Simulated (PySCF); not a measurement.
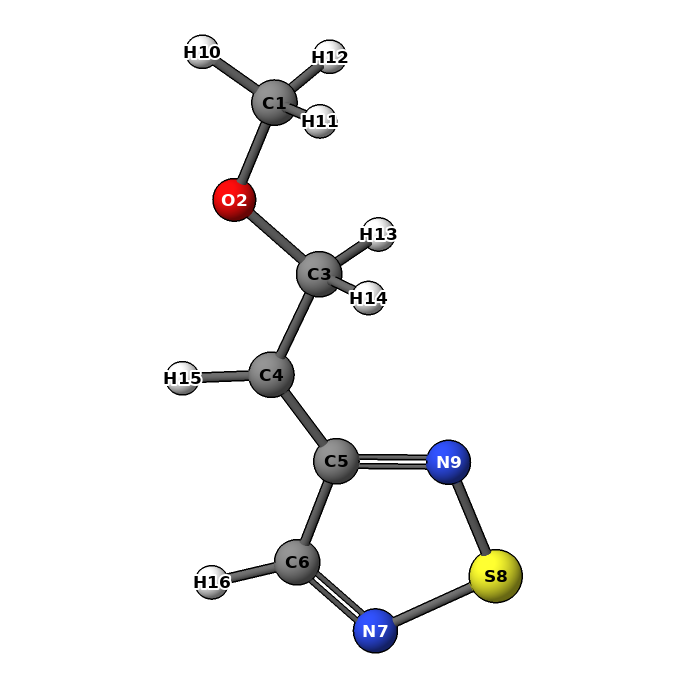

The questions are on Mulliken spin populations. State: neutral, doublet. Computed geometry: GFN2-xTB optimisation. No frequency run is at hand to confirm it as a minimum. Level of theory: UKS B3LYP, pcH-1 on C H N O S, non-relativistic (PySCF 2.14.0).

Give the Mulliken spin populations atom by atom.

| atom | value (e) |
| --- | --- |
| C1 | 0.00 |
| O2 | 0.00 |
| C3 | −0.06 |
| C4 | 0.73 |
| C5 | −0.17 |
| C6 | 0.10 |
| N7 | −0.07 |
| S8 | 0.15 |
| N9 | 0.30 |
| H10 | 0.00 |
| H11 | 0.00 |
| H12 | 0.00 |
| H13 | 0.03 |
| H14 | 0.03 |
| H15 | −0.03 |
| H16 | 0.00 |

Mulliken values depend strongly on the basis set.
